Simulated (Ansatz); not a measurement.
A series of calculations on CH6BOSi

### Relaxation

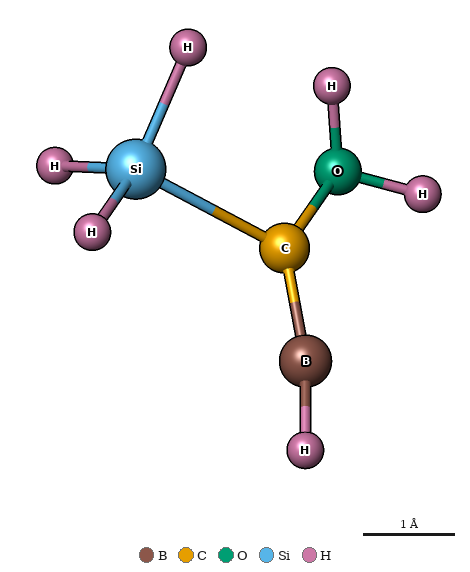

CH$_{6}$BOSi (charge +1), before the relaxation. A ball-and-stick model, seen at a tilt.

The run prepares an end point of a later path (torsion) calculation, from a guessed geometry.

These are results of RKS PBE0-D4/STO-3G in Ansatz, not measurements.

Input file:
```yaml
crystal:
  periodic: [false, false, false]
  atoms:
    - { symbol: B, position_ang: [-0.72791, 0.79398, -1.44403] }
    - { symbol: C, position_ang: [0.06397, 0.4681, -0.36934] }
    - { symbol: O, position_ang: [1.25848, 1.00117, 0.28232] }
    - { symbol: Si, position_ang: [-0.62817, -1.02612, 0.71096] }
    - { symbol: H, position_ang: [-1.51453, 0.86883, -2.2689] }
    - { symbol: H, position_ang: [1.77539, 1.54152, -0.34941] }
    - { symbol: H, position_ang: [1.79862, 0.25247, 0.62027] }
    - { symbol: H, position_ang: [-1.67038, -1.71788, -0.0184] }
    - { symbol: H, position_ang: [-0.99798, -0.41381, 1.98351] }
    - { symbol: H, position_ang: [0.64251, -1.76824, 0.85303] }
total_charge: 1
basis:
  gaussian: { orbitals: STO-3G }
hamiltonian:
  xc: pbe0
  dispersion: d4
relax:
  f_tol: 0.015
  max_steps: 40
output:
  orbitals: {}
```

Command:
```bash
ansatz run input.yaml --threads 1 --pin off --max-ram 2048MiB --backend cpu --events-out ev --progress --plain --runs-dir out
```

> Where does the relaxation end?

After 12 accepted moves (15 points after the start) the energy has fallen by 28.9 kJ/mol. Largest force component: 2.2 eV/Å at the start, 0.0048 eV/Å at the end. The line search rejected the trial steps at points 4, 7, 14 of the run. The largest move after the best rigid fit is that of H7, 0.62 Å. By element the largest moves are H 0.62 Å, B 0.19 Å, C 0.17 Å, Si 0.07 Å, O 0.05 Å. Near-neighbour distances that change, for instance: C2–Si4 1.969 → 1.887 Å, O3–H6 0.979 → 1.017 Å, Si4–H10 1.478 → 1.445 Å, B1–H5 1.142 → 1.166 Å. Among the angles between lasting bonds that change: C2–Si4–H10 97.6° → 106.8°, B1–C2–O3 137.2° → 129.3°, O3–C2–Si4 108.6° → 116.3°. Groups turn about C2–O3 by about 35°. The run took about 30 core-seconds on a shared host.

History of the run:

```tsv
step	E − E(0), kJ/mol	largest force component, eV/Å	note
0	0.00	2.1681	
1	-22.22	0.7790	
2	-25.81	0.4107	
3	-27.62	0.3352	
4	-27.54	0.3371	rejected
5	-28.24	0.0561	
6	-28.56	0.0494	
7	-28.39	0.3891	rejected
8	-28.72	0.0490	
9	-28.76	0.1764	
10	-28.82	0.0649	
11	-28.86	0.0182	
12	-28.87	0.0383	
13	-28.88	0.0187	
14	-28.88	0.0202	rejected
15	-28.88	0.0048
```

The structure at the end:

```xyz
10

B    -0.6145    0.6430   -1.3980
C     0.1029    0.3361   -0.2733
O     1.3117    0.9972    0.2802
Si   -0.6484   -1.0438    0.7715
H    -1.3369    0.7801   -2.3033
H     1.4921    1.8986   -0.1538
H     2.1475    0.4294    0.1425
H    -1.7807   -1.4908   -0.0077
H    -1.0361   -0.4808    2.0440
H     0.3625   -2.0692    0.8978
```

After the run, drawn alike:

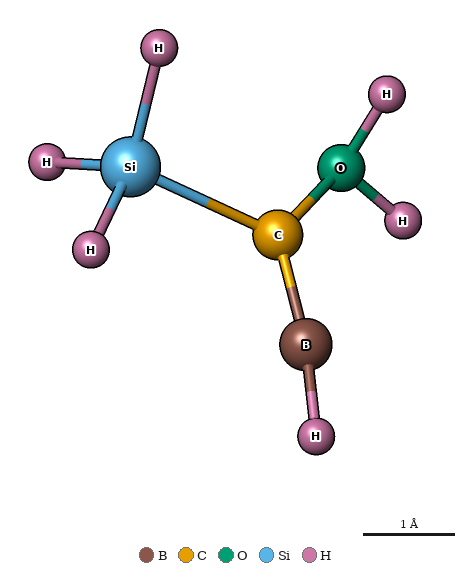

Limits of the set-up: STO-3G is a minimal basis, so the numbers are rough.

### Relaxation

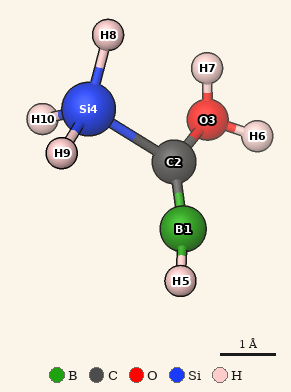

Starting structure of CH₆BOSi (charge +1). The picture is a ball-and-stick view, seen at a tilt.

The run prepares an end point of a later path (torsion) calculation, from a guessed geometry.

The calculation used RKS PBE0-D4/STO-3G (Ansatz 0.2.0).

Input
```yaml
crystal:
  periodic: [false, false, false]
  atoms:
    - { symbol: B, position_ang: [-0.72791, 0.79398, -1.44403] }
    - { symbol: C, position_ang: [0.06397, 0.4681, -0.36934] }
    - { symbol: O, position_ang: [1.25848, 1.00117, 0.28232] }
    - { symbol: Si, position_ang: [-0.62817, -1.02612, 0.71096] }
    - { symbol: H, position_ang: [-1.51453, 0.86883, -2.2689] }
    - { symbol: H, position_ang: [1.77539, 1.54152, -0.34941] }
    - { symbol: H, position_ang: [1.79862, 0.25247, 0.62027] }
    - { symbol: H, position_ang: [0.44192, -1.95612, 1.00541] }
    - { symbol: H, position_ang: [-1.76184, -1.53425, -0.05563] }
    - { symbol: H, position_ang: [-1.10681, -0.22945, 1.86064] }
total_charge: 1
basis:
  gaussian: { orbitals: STO-3G }
hamiltonian:
  xc: pbe0
  dispersion: d4
relax:
  f_tol: 0.015
  max_steps: 40
```

Run as
```bash
ansatz run input.yaml --threads 1 --pin off --max-ram 2048MiB --backend cpu --events-out ev --progress --plain --runs-dir out
```

What does the optimiser find from here?

Answer. The energy falls by 0.391 eV in 10 accepted moves (13 points after the start). Largest force component: 2 eV/Å at the start, 0.011 eV/Å at the end. The line search rejected the trial steps at points 4, 7, 12 of the run. The atom that moves furthest after the best rigid fit is H7 (0.54 Å). Largest moves by element: H 0.54 Å, B 0.19 Å, C 0.15 Å, Si 0.14 Å, O 0.05 Å. Some distances before and after: C2–Si4 1.969 → 1.887 Å, O3–H6 0.979 → 1.017 Å, Si4–H10 1.478 → 1.445 Å, B1–H5 1.142 → 1.166 Å. Bond angles that change, for instance: C2–Si4–H10 97.6° → 108.0°, B1–C2–O3 137.2° → 129.2°, O3–C2–Si4 108.6° → 116.3°. Groups turn about C2–O3 by about 35°.

History of the run:

```json
{"step": "0", "E − E(0), eV": "0.0000", "largest force component, eV/Å": "2.0219", "note": ""}
{"step": "1", "E − E(0), eV": "-0.2934", "largest force component, eV/Å": "0.8451", "note": ""}
{"step": "2", "E − E(0), eV": "-0.3579", "largest force component, eV/Å": "0.3175", "note": ""}
{"step": "3", "E − E(0), eV": "-0.3747", "largest force component, eV/Å": "0.3637", "note": ""}
{"step": "4", "E − E(0), eV": "-0.3624", "largest force component, eV/Å": "1.2462", "note": "rejected"}
{"step": "5", "E − E(0), eV": "-0.3861", "largest force component, eV/Å": "0.1329", "note": ""}
{"step": "6", "E − E(0), eV": "-0.3895", "largest force component, eV/Å": "0.0438", "note": ""}
{"step": "7", "E − E(0), eV": "-0.3874", "largest force component, eV/Å": "0.4109", "note": "rejected"}
{"step": "8", "E − E(0), eV": "-0.3900", "largest force component, eV/Å": "0.1432", "note": ""}
{"step": "9", "E − E(0), eV": "-0.3908", "largest force component, eV/Å": "0.0646", "note": ""}
{"step": "10", "E − E(0), eV": "-0.3909", "largest force component, eV/Å": "0.0601", "note": ""}
{"step": "11", "E − E(0), eV": "-0.3911", "largest force component, eV/Å": "0.0374", "note": ""}
{"step": "12", "E − E(0), eV": "-0.3911", "largest force component, eV/Å": "0.0486", "note": "rejected"}
{"step": "13", "E − E(0), eV": "-0.3912", "largest force component, eV/Å": "0.0106", "note": ""}
```

Final geometry:

```xyz
10

B    -0.6039    0.6527   -1.4266
C     0.0791    0.3444   -0.2808
O     1.3013    0.9733    0.2810
Si   -0.7431   -0.9801    0.7821
H    -1.3024    0.7963   -2.3493
H     1.5369    1.8454   -0.1856
H     2.1130    0.3620    0.1930
H     0.2263   -2.0389    0.9513
H    -1.8779   -1.4036   -0.0064
H    -1.1302   -0.3713    2.0337
```

The end point in the same view:

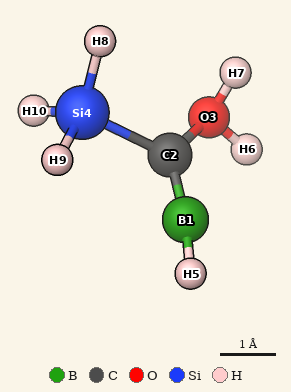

Limits of the set-up: STO-3G is a minimal basis, so the numbers are rough.

### Path

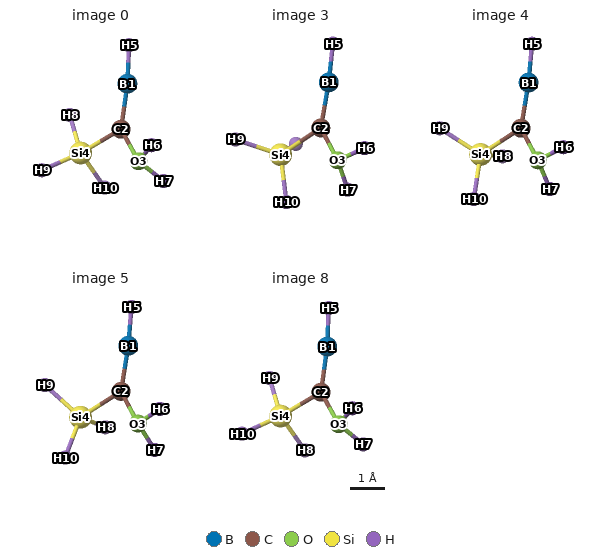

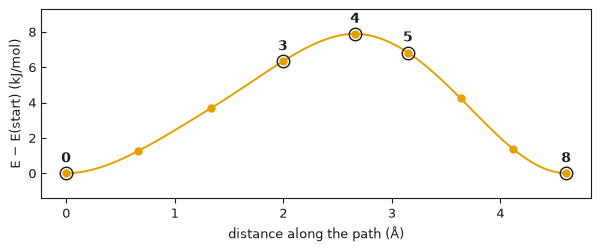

NEB run on CH$_{6}$BOSi (charge +1). Images are numbered from 0 (start) to 8 (end). The picture is a ball-and-stick view, seen from a free direction.

Computed with RKS PBE0-D4/STO-3G in Ansatz 0.2.0. Settings: 7 movable images; climbing image; force threshold 0.05 eV/Å; iteration limit 60; starting path through a guess of the saddle point.

**Describe the mechanism and the energy profile.**

The motion is a rotation about the C2–Si4 bond by about 120°. No bond forms or breaks between the ends. Among the angles between lasting bonds that change up to the highest image: B1–C2–Si4 114.2° → 120.7°, C2–Si4–H8 103.9° → 108.3°. The barrier is about 7.9 kJ/mol in both directions, with image 4 at the top; the ends have the same energy. The band converged in 9 iterations. The largest component of the band force went from 4.3 to 0.03 eV/Å. The climbing image converged on the top of the path. Its vibrational analysis gives 2 imaginary modes over 30i cm⁻¹, so it isn't confirmed as a transition state.

Limits of the set-up: STO-3G is a minimal basis, so the numbers are rough.

The run took of the order of 110 core-seconds on a shared host.
